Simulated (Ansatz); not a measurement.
Geometry relaxation of CH9GeNSi (part 2 of 2)

CH9GeNSi, SMILES N[CH2][GeH2][SiH3]; RKS PBE0-D4/def2-TZVP (Ansatz 0.2.0). The geometry: PBE-D4/def2-SVP start.

Geometry of the input (Å):
```
N  -1.3310  0.8596  -0.6517
C  0.0637  1.2964  -0.6840
Ge 1.0625  0.2084  0.6516
Si 0.0822  -1.9630  0.4417
H  -1.8737  1.2962  -1.4085
H  -1.7827  1.1535  0.2236
H  0.5008  1.0364  -1.6711
H  0.2495  2.3881  -0.5283
H  0.8280  0.7861  2.0807
H  2.5945  0.2440  0.3813
H  -0.0203  -2.3289  -1.0143
H  -1.2836  -2.0045  1.0692
H  0.9303  -3.0071  1.1249
```

Trajectory as extended XYZ, continued:
```
13
Properties=species:S:1:pos:R:3:forces:R:3 step=4 energy=-67057.12135
N    -1.3516    0.9307   -0.6584    0.0268   0.0126   0.0031
C     0.0608    1.2894   -0.6874   -0.0432  -0.0253   0.0134
Ge    1.0235    0.1900    0.6391   -0.0162  -0.0032  -0.0118
Si    0.1126   -2.0000    0.4541    0.0081   0.0106   0.0007
H    -1.8616    1.3898   -1.4025   -0.0063   0.0084  -0.0257
H    -1.7822    1.2177    0.2109   -0.0043  -0.0034   0.0305
H     0.4703    1.0171   -1.6626    0.0098  -0.0098  -0.0272
H     0.2745    2.3547   -0.5323    0.0172   0.0301   0.0026
H     0.7848    0.7619    2.0534   -0.0047   0.0013   0.0123
H     2.5405    0.2394    0.3721    0.0146  -0.0011   0.0023
H     0.0134   -2.3720   -0.9809   -0.0004  -0.0106  -0.0161
H    -1.2375   -2.0510    1.0697   -0.0157  -0.0066   0.0061
H     0.9729   -3.0025    1.1397    0.0142  -0.0030   0.0100
13
Properties=species:S:1:pos:R:3:forces:R:3 step=5 energy=-67057.12236
N    -1.3582    0.9531   -0.6554    0.0225   0.0039  -0.0061
C     0.0585    1.2916   -0.6923   -0.0345  -0.0271   0.0125
Ge    1.0121    0.1870    0.6365    0.0077  -0.0064  -0.0028
Si    0.1208   -2.0124    0.4554   -0.0027   0.0157  -0.0002
H    -1.8652    1.4157   -1.3997   -0.0097   0.0096  -0.0034
H    -1.7816    1.2435    0.2165    0.0005   0.0049   0.0079
H     0.4605    1.0069   -1.6678    0.0021  -0.0002  -0.0087
H     0.2891    2.3553   -0.5439    0.0124   0.0050   0.0003
H     0.7673    0.7564    2.0520   -0.0037  -0.0030  -0.0044
H     2.5310    0.2370    0.3759    0.0063   0.0052   0.0061
H     0.0273   -2.3921   -0.9788   -0.0015  -0.0057  -0.0034
H    -1.2303   -2.0717    1.0696   -0.0078  -0.0105  -0.0022
H     0.9890   -3.0049    1.1470    0.0084   0.0086   0.0044
13
Properties=species:S:1:pos:R:3:forces:R:3 step=6 energy=-67057.12343
N    -1.3708    0.9942   -0.6473    0.0384  -0.0129  -0.0112
C     0.0542    1.2913   -0.7019   -0.0274  -0.0087   0.0010
Ge    0.9939    0.1804    0.6311    0.0149  -0.0038   0.0135
Si    0.1335   -2.0326    0.4576   -0.0025   0.0042  -0.0075
H    -1.8730    1.4653   -1.3896   -0.0120   0.0128   0.0205
H    -1.7772    1.2944    0.2297    0.0078   0.0156  -0.0194
H     0.4393    0.9830   -1.6783   -0.0125   0.0150   0.0209
H     0.3184    2.3508   -0.5680   -0.0015  -0.0398  -0.0056
H     0.7333    0.7456    2.0464   -0.0014  -0.0017  -0.0169
H     2.5160    0.2377    0.3855   -0.0058   0.0046   0.0071
H     0.0565   -2.4262   -0.9749   -0.0015  -0.0009   0.0091
H    -1.2216   -2.1163    1.0623    0.0075  -0.0008  -0.0076
H     1.0178   -3.0026    1.1624   -0.0040   0.0165  -0.0038
13
Properties=species:S:1:pos:R:3:forces:R:3 step=7 energy=-67057.12390
N    -1.3793    1.0183   -0.6387    0.0483  -0.0246  -0.0058
C     0.0507    1.2869   -0.7073   -0.0202   0.0142  -0.0098
Ge    0.9838    0.1757    0.6291    0.0153  -0.0028  -0.0013
Si    0.1431   -2.0443    0.4532   -0.0056   0.0011   0.0190
H    -1.8789    1.4962   -1.3783   -0.0112   0.0150   0.0198
H    -1.7715    1.3288    0.2412    0.0081   0.0164  -0.0219
H     0.4223    0.9634   -1.6842   -0.0153   0.0175   0.0265
H     0.3368    2.3425   -0.5845   -0.0094  -0.0472  -0.0094
H     0.7098    0.7428    2.0411   -0.0035  -0.0107  -0.0128
H     2.5076    0.2398    0.3958   -0.0072   0.0075   0.0035
H     0.0780   -2.4533   -0.9758    0.0038   0.0115   0.0103
H    -1.2153   -2.1340    1.0498    0.0077  -0.0074  -0.0092
H     1.0331   -2.9976    1.1736   -0.0109   0.0095  -0.0089
13
Properties=species:S:1:pos:R:3:forces:R:3 step=8 energy=-67057.12430
N    -1.3875    1.0448   -0.6268    0.0463  -0.0210   0.0140
C     0.0471    1.2799   -0.7168   -0.0154   0.0369  -0.0226
Ge    0.9751    0.1701    0.6230   -0.0054  -0.0001   0.0233
Si    0.1523   -2.0563    0.4552    0.0135  -0.0111  -0.0109
H    -1.8869    1.5317   -1.3606   -0.0047   0.0122   0.0113
H    -1.7592    1.3701    0.2571    0.0146   0.0071  -0.0296
H     0.3993    0.9386   -1.6952   -0.0178   0.0171   0.0348
H     0.3588    2.3304   -0.6089   -0.0173  -0.0550  -0.0112
H     0.6779    0.7314    2.0323    0.0031   0.0077  -0.0056
H     2.5010    0.2509    0.4080   -0.0134  -0.0048  -0.0009
H     0.1099   -2.4683   -0.9741   -0.0007  -0.0015   0.0120
H    -1.2130   -2.1612    1.0330    0.0125   0.0051  -0.0046
H     1.0454   -2.9967    1.1886   -0.0153   0.0076  -0.0098
13
Properties=species:S:1:pos:R:3:forces:R:3 step=9 energy=-67057.12460
N    -1.3876    1.0444   -0.6226    0.0090  -0.0132   0.0190
C     0.0461    1.2768   -0.7171    0.0100   0.0330  -0.0255
Ge    0.9747    0.1704    0.6252    0.0002   0.0058   0.0083
Si    0.1544   -2.0559    0.4526    0.0001  -0.0149   0.0033
H    -1.8881    1.5316   -1.3555   -0.0036   0.0078   0.0036
H    -1.7552    1.3754    0.2608    0.0089   0.0008  -0.0199
H     0.3950    0.9325   -1.6952   -0.0088   0.0092   0.0247
H     0.3596    2.3265   -0.6136   -0.0112  -0.0356  -0.0072
H     0.6763    0.7379    2.0315    0.0001  -0.0015  -0.0006
H     2.5002    0.2517    0.4108   -0.0067  -0.0027  -0.0012
H     0.1166   -2.4688   -0.9762    0.0023   0.0035   0.0053
H    -1.2133   -2.1590    1.0246    0.0072   0.0023  -0.0030
H     1.0417   -2.9984    1.1896   -0.0074   0.0056  -0.0066
13
Properties=species:S:1:pos:R:3:forces:R:3 step=10 energy=-67057.12471
N    -1.3873    1.0443   -0.6197   -0.0107   0.0009  -0.0088
C     0.0460    1.2755   -0.7189    0.0067   0.0030   0.0097
Ge    0.9740    0.1720    0.6268   -0.0075  -0.0127  -0.0053
Si    0.1551   -2.0559    0.4523    0.0016   0.0058   0.0012
H    -1.8901    1.5321   -1.3512    0.0061  -0.0029   0.0047
H    -1.7515    1.3790    0.2633    0.0032   0.0015   0.0035
H     0.3925    0.9278   -1.6954    0.0006  -0.0048  -0.0041
H     0.3609    2.3239   -0.6195   -0.0041   0.0037  -0.0022
H     0.6738    0.7404    2.0319   -0.0011   0.0023   0.0028
H     2.4991    0.2515    0.4131    0.0038   0.0010  -0.0004
H     0.1216   -2.4658   -0.9772    0.0006   0.0008  -0.0003
H    -1.2138   -2.1598    1.0201    0.0007   0.0007  -0.0007
H     1.0400   -2.9996    1.1893    0.0002   0.0007  -0.0003
13
Properties=species:S:1:pos:R:3:forces:R:3 step=11 energy=-67057.12471
N    -1.3874    1.0443   -0.6202   -0.0038  -0.0041  -0.0064
C     0.0460    1.2754   -0.7190    0.0049   0.0024   0.0074
Ge    0.9740    0.1720    0.6268   -0.0075  -0.0122  -0.0052
Si    0.1551   -2.0558    0.4524    0.0013   0.0059   0.0006
H    -1.8900    1.5337   -1.3504    0.0022   0.0002  -0.0030
H    -1.7515    1.3771    0.2633    0.0012   0.0036   0.0103
H     0.3926    0.9276   -1.6955    0.0015  -0.0048  -0.0044
H     0.3608    2.3238   -0.6198   -0.0037   0.0038  -0.0008
H     0.6739    0.7405    2.0319   -0.0011   0.0022   0.0028
H     2.4991    0.2516    0.4130    0.0035   0.0011  -0.0005
H     0.1218   -2.4659   -0.9771    0.0007   0.0008  -0.0003
H    -1.2138   -2.1595    1.0200    0.0006   0.0005  -0.0005
H     1.0398   -2.9996    1.1896    0.0003   0.0007   0.0000
13
Properties=species:S:1:pos:R:3:forces:R:3 step=12 energy=-67057.12466 accepted=F
N    -1.3877    1.0463   -0.6168   -0.0007  -0.0065   0.0008
C     0.0459    1.2756   -0.7186    0.0002  -0.0014  -0.0048
Ge    0.9731    0.1705    0.6265   -0.0007   0.0188   0.0082
Si    0.1560   -2.0572    0.4517   -0.0033   0.0085  -0.0043
H    -1.8907    1.5327   -1.3488   -0.0004   0.0018   0.0004
H    -1.7492    1.3841    0.2661   -0.0010   0.0010  -0.0018
H     0.3915    0.9224   -1.6936   -0.0069   0.0027  -0.0106
H     0.3600    2.3251   -0.6257    0.0088  -0.0144   0.0090
H     0.6716    0.7401    2.0311    0.0004  -0.0032   0.0032
H     2.4986    0.2521    0.4143    0.0007  -0.0020  -0.0007
H     0.1256   -2.4662   -0.9780    0.0018  -0.0029  -0.0009
H    -1.2144   -2.1606    1.0157    0.0004  -0.0010   0.0017
H     1.0400   -2.9996    1.1911    0.0007  -0.0014  -0.0002
13
Properties=species:S:1:pos:R:3:forces:R:3 step=13 energy=-67057.12473
N    -1.3876    1.0449   -0.6186   -0.0048  -0.0024  -0.0004
C     0.0459    1.2748   -0.7190    0.0048   0.0032   0.0013
Ge    0.9735    0.1715    0.6270   -0.0024  -0.0002  -0.0016
Si    0.1552   -2.0558    0.4517    0.0013   0.0017   0.0009
H    -1.8902    1.5332   -1.3496    0.0010   0.0002  -0.0005
H    -1.7502    1.3803    0.2647    0.0009   0.0010   0.0016
H     0.3915    0.9248   -1.6953   -0.0008  -0.0014  -0.0012
H     0.3610    2.3234   -0.6221   -0.0004  -0.0014   0.0000
H     0.6726    0.7403    2.0320   -0.0004   0.0004   0.0005
H     2.4989    0.2519    0.4138    0.0007  -0.0001   0.0002
H     0.1237   -2.4656   -0.9778    0.0001   0.0003  -0.0002
H    -1.2141   -2.1597    1.0182    0.0003  -0.0002  -0.0006
H     1.0400   -2.9987    1.1898   -0.0004  -0.0010  -0.0001
```

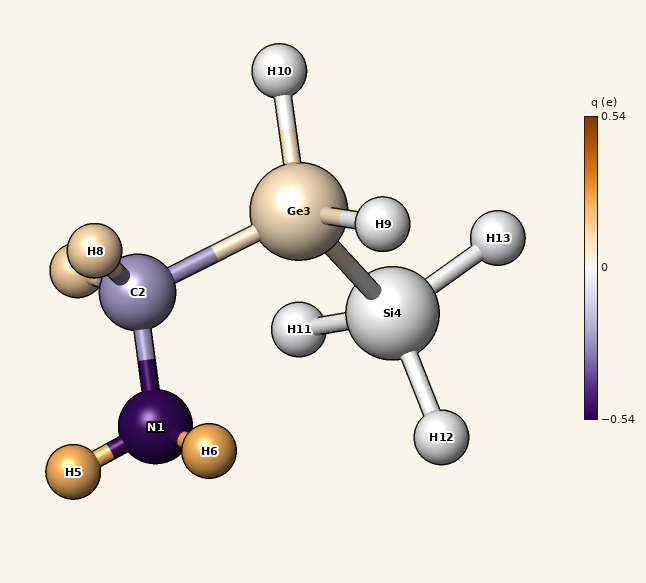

Figure 1. Mulliken charges, as the colour of each atom (ball-and-stick view, seen at a tilt; atoms are numbered from 1 in the order of the input). By element: N −0.51, C −0.25, Ge +0.09, Si 0.00 and H −0.02 to +0.23 e.

Results in brief:

| quantity | value |
| --- | --- |
| outcome | converged |
| total energy | −67057.1248 eV |
| mean-field energy | −67056.8932 eV |
| dispersion energy | −0.2316 eV |
| SCF solution under orbital rotations | stable |
| largest force (length of the vector) at the end | 0.006 eV/Å |
| dipole moment | 1.87 D |
| wall time | 44 s (CPU time 2.8 min) |
| peak memory | 0.6 GiB |
